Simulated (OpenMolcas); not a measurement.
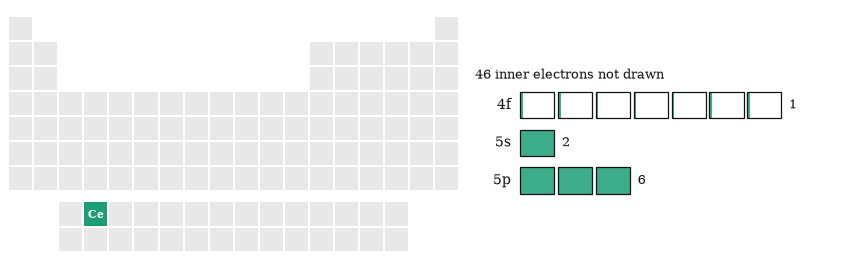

Left, the place of cerium in the periodic table; right, the outer shells of the leading configuration of the lowest level: a box for each of the 2l + 1 orbitals, shaded by the share of the shell that is filled, with the electron count at the right.

# Ce³⁺ complex: multiconfigurational calculation

System: Ce³⁺ with 6 ligands (O; trigonal prism, 2.39 Å), neutralised by 6 outer point charges of +1.5 e, whose field is part of the energies.
Method: state-averaged SS-CASPT2, IPEA shift 0.25, imaginary shift 0.1 hartree, closed shells 5s 5p of the metal and the valence shells of the ligands correlated, active space 1 electron in the shell 4f, basis ANO-RCC-VTZP on the metal and ANO-RCC-VDZP on the ligands, DKH2 scalar Hamiltonian, spin-orbit coupling by RASSI with atomic mean-field integrals (OpenMolcas).

Output (extracts):
```
--- CASPT2 ---
Orbital specifications:
      -----------------------

      Symmetry species                           1
                                                 a
      Frozen orbitals                           29
      Inactive orbitals                         28
      Active orbitals                            7
      Secondary orbitals                       124
      Deleted orbitals                           0
      Number of basis functions                188
Type of calculation                        SS-CASPT2
      Fock operator                              state-specific
      IPEA shift                                 0.25
      Real shift                                 0.00
      Imaginary shift                            0.10
      The input orbitals will be transformed to quasi-canonical
Reference energy:       -9306.6687748867
      E2 (Non-variational):      -1.7578685167
      Shift correction:          -0.0041930976
      E2 (Variational):          -1.7620616143
      Total energy:           -9308.4308365009
      Residual norm:              0.0000002029
      Reference weight:           0.58618
      Contributions to the CASPT2 correlation energy
      Active & Virtual Only:          0.0000000001
      One Inactive Excited:          -0.0401779223
      Two Inactive Excited:          -1.7176905944
Reference energy:       -9306.6679365226
      E2 (Non-variational):      -1.7571099879
      Shift correction:          -0.0041875230
      E2 (Variational):          -1.7612975109
      Total energy:           -9308.4292340335
      Residual norm:              0.0000009947
      Reference weight:           0.58636
      Contributions to the CASPT2 correlation energy
      Active & Virtual Only:         -0.0000000000
      One Inactive Excited:          -0.0396500629
      Two Inactive Excited:          -1.7174599250
::    CASPT2 Root  1     Total energy:  -9308.43083650
::    CASPT2 Root  2     Total energy:  -9308.42923403
::    CASPT2 Root  3     Total energy:  -9308.43019086
::    CASPT2 Root  4     Total energy:  -9308.42944004
::    CASPT2 Root  5     Total energy:  -9308.42943986
::    CASPT2 Root  6     Total energy:  -9308.42544625
::    CASPT2 Root  7     Total energy:  -9308.42590138
```

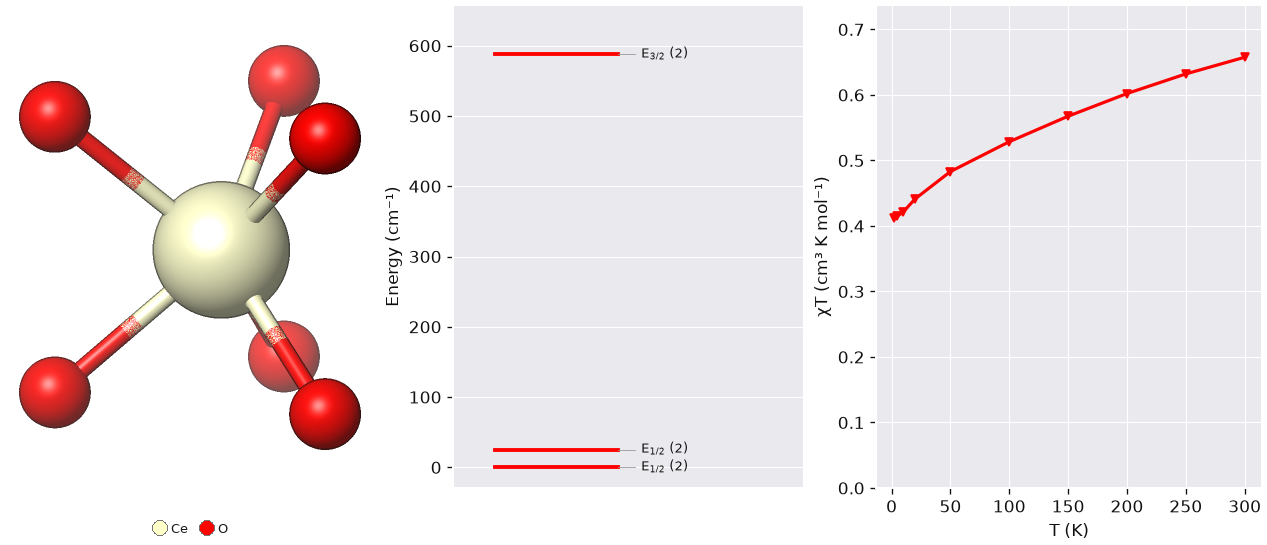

Ce³⁺ (4f) with 6 ligands, O²⁻, at 2.39 Å (arrangement: trigonal prism, D3h), axial distortion 1.02, neutralised by outer point charges of +1.5 e, and its levels and susceptibility. Labels give the representation in O, Td, D4 or D3 as the site allows (double group for half-integer spin) where it could be assigned and, in brackets, the degeneracy; spin-free states, where drawn, share the zero of the spin-orbit levels. Powder susceptibility by Van Vleck's formula. The ground level is E₁/₂, a Kramers doublet, 100 % from states of spin multiplicity 2, effective J = 2.49, with |mJ| = 1/2 the largest share (100 %). Its principal g values are 0.92, 2.48 and 2.48, easy-plane. The next level lies at 25 cm⁻¹ (E₁/₂). The lowest J multiplet spreads over 588 cm⁻¹. χT is 0.413 cm³ K mol⁻¹ at 2 K and 0.658 at 300 K, an effective moment of 2.29 μB.

Input file:
```
&GATEWAY
Coord
7

Ce 0.0 0.0 0.0
O 1.833043 0.000000 1.533641
O -0.916521 1.587462 1.533641
O -0.916521 -1.587462 1.533641
O 1.833043 0.000000 -1.533641
O -0.916521 1.587462 -1.533641
O -0.916521 -1.587462 -1.533641
Basis=Ce.ANO-RCC-VTZP,O.ANO-RCC-VDZP
Group=NoSym
NoMove
AngMom=0.0 0.0 0.0
AMFI
RICD
XField
6 Angstrom 0
3.827148 0.000000 3.202037 1.500000
-1.913573 3.314408 3.202037 1.500000
-1.913573 -3.314408 3.202037 1.500000
3.827148 0.000000 -3.202037 1.500000
-1.913573 3.314408 -3.202037 1.500000
-1.913573 -3.314408 -3.202037 1.500000
&SEWARD
&RASSCF
FileOrb=start.orb
Symmetry=1
Spin=2
nActEl=1 0 0
Inactive=57
Ras2=7
CIRoot=7 7 1
SDav=7
CIMx=300
Iter=150 100
PrWF=0.3
OrbListing=Nothing
MaxOrb=0
LevShft=1.0
>>> COPY $Project.JobIph JOB001
&RASSI
NrOfJobIphs=1 7
1 2 3 4 5 6 7
IphNames
JOB001
EJob
SpinOrbit
DIPRint=1.0
SOCoupling=1000.0
Subsets=2
Property=9
'ANGMOM' 1 'ANGMOM' 2 'ANGMOM' 3 'MLTPL  1' 1 'MLTPL  1' 2 'MLTPL  1' 3
'AMFI' 1 'AMFI' 2 'AMFI' 3
SOProperty=3
'ANGMOM' 1 'ANGMOM' 2 'ANGMOM' 3
>>> COPY JOB001 $Project.JobIph
&CASPT2
Multistate=7 1 2 3 4 5 6 7
NoMult
Frozen=29
IPEA=0.25
Imaginary=0.1
MaxIter=60
WThr=0.0 0.3 0.05
PrWF=0.5
NoMix
```

The file start.orb holds starting orbitals from an earlier step. A driver script formed the levels outside the program, from RASSI's spin-orbit matrix and the CASPT2 energies (for multi-state variants, the effective Hamiltonian), averaged over the components of each term or state. The log and the time are those of the CASPT2 step.

Launched with:
```bash
OMP_NUM_THREADS=1 MOLCAS_MEM=2457 MOLCAS_PROJECT=a pymolcas a.inp > a.log  # once for each step of the input, in one work folder
```

Summary:

- outcome: converged
- energy of the lowest spin-free term: −9308.43084 hartree
- energy of the lowest spin-orbit level: −9308.43592 hartree
- CASPT2 correlation energy: −1.7621 hartree
- largest spread among components of a term: 99.9 cm⁻¹
- lowest reference weight: 0.585
- hardware: 1 thread of Arm Neoverse V2, 24 GiB of memory available, shared host
- wall time: 3 min
- peak memory: 0.78 GiB

Remarks:

The components of ²E, which symmetry makes degenerate, are split by 100 cm⁻¹ in CASPT2. This is an artefact; the levels of such states rest on averages and are uncertain by about as much. Caveats: bare point charges leave oxide and sulfide ligands too diffuse, field too small; distances are set from ionic radii, not optimised.
